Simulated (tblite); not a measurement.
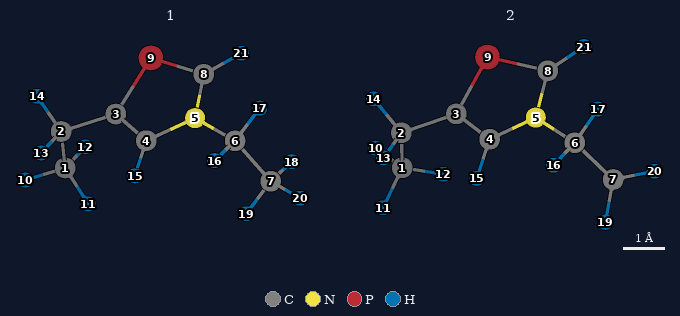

Two geometries of C7H12NP, drawn at one scale. One is the start of a relaxation, the other its converged end. A ball-and-stick model, seen at a tilt.

These are results of tblite 0.8.0, GFN2-xTB geometry optimisation, gas phase, not measurements. 

Question: Which geometry has the lower energy?

Answer: Structure 1 is the relaxed one. The atom that moves furthest after the best rigid fit is H11 (1.13 Å). Largest moves by element: H 1.13 Å, C 0.19 Å, P 0.15 Å, N 0.05 Å. Near-neighbour distances that change, for instance: C8–P9 1.861 → 1.715 Å, C3–P9 1.684 → 1.771 Å, C4–N5 1.301 → 1.356 Å, C2–H13 1.146 → 1.093 Å. Bond angles that change, for instance: N5–C8–P9 102.9° → 114.2°, N5–C8–H21 128.7° → 119.1°, C3–C4–H15 119.4° → 126.7°. Groups turn about C1–C2 by about 60°, C6–C7 by about 50°. Over 130 geometry steps the energy falls by 117.5 kJ/mol.
